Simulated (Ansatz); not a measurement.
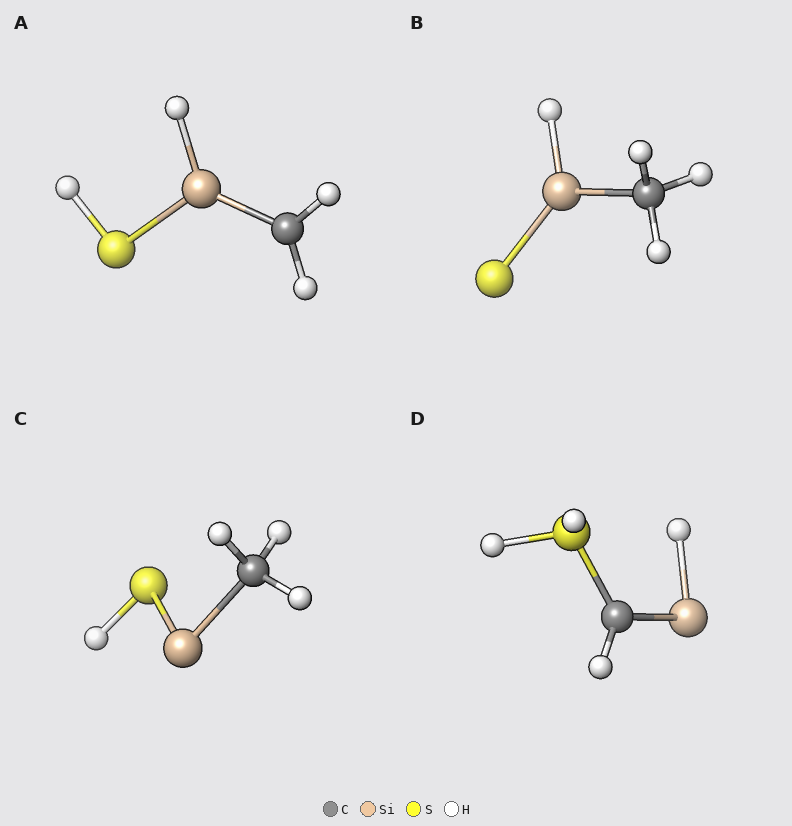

4 stationary structures of one formula. Geometries: PBE0-D4/def2-TZVP. Electronic energies: RHF-CCSD(T) (frozen core)/def2-TZVPP (Ansatz 0.2.0), without zero-point energy. No frequency run is at hand to confirm each as a minimum. Each is one conformer, not always the lowest.

### Rank them by energy, lowest first.

B is lowest (Cs); C lies 14.5 kcal/mol above it (C1), A lies 28.9 kcal/mol above it (Cs), D lies 92.4 kcal/mol above it (Cs).
